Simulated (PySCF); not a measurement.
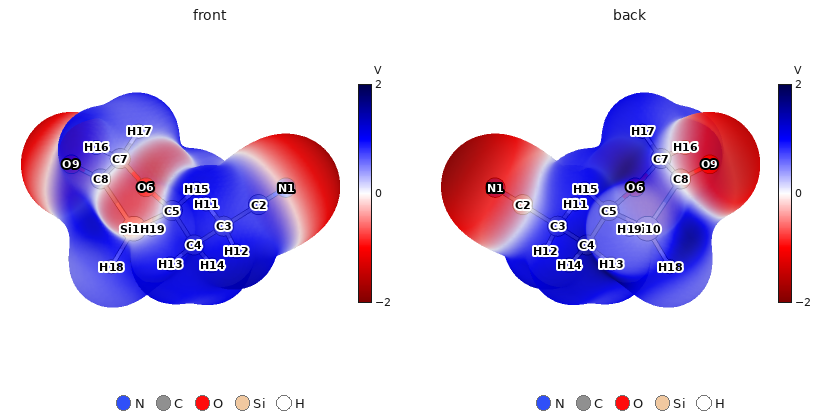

*C$_{6}$H$_{9}$NO$_{2}$Si. The molecular electrostatic potential painted on the density surface at 0.002 e/bohr³, seen from the front and from behind; red is negative and blue positive.*

Geometry: GFN2-xTB.

Theory: PBE0/pcSseg-1, SCF density, gas phase, non-relativistic (PySCF).

The calculation's input:

```
{"job": {"kind": "nmr", "xc": "PBE0", "basis": "pcSseg-1"}, "charge": 0, "multiplicity": 1}
N      3.304509     0.709885    -1.674415
C      2.891080     0.297111    -0.691534
C      2.350906    -0.237466     0.530801
C      1.074568    -1.047551     0.260007
C     -0.054638    -0.156056    -0.239079
O     -0.382251     0.761980     0.815068
C     -1.528288     1.505837     0.515533
C     -2.617539     0.607593    -0.050306
O     -3.773522     0.927561    -0.145249
Si    -1.732780    -1.011441    -0.613281
H      2.110233     0.592653     1.199784
H      3.112056    -0.865103     1.001707
H      0.760510    -1.524545     1.189332
H      1.271674    -1.822781    -0.482528
H      0.306502     0.423516    -1.106239
H     -1.848665     2.003589     1.432653
H     -1.316095     2.273856    -0.248057
H     -1.994688    -2.104394     0.318103
H     -1.943375    -1.324993    -2.019763
```

Launched as:

```sh
OMP_NUM_THREADS=1 python probes_run.py task.json out
```

> Where is the surface potential most negative and most positive?

The most negative region (about −1.8 V, or −42 kcal/mol for a unit charge) lies over N1, the most positive (about +1.7 V, or +39 kcal/mol for a unit charge) over Si10. N1 is the likeliest acceptor of a hydrogen bond.
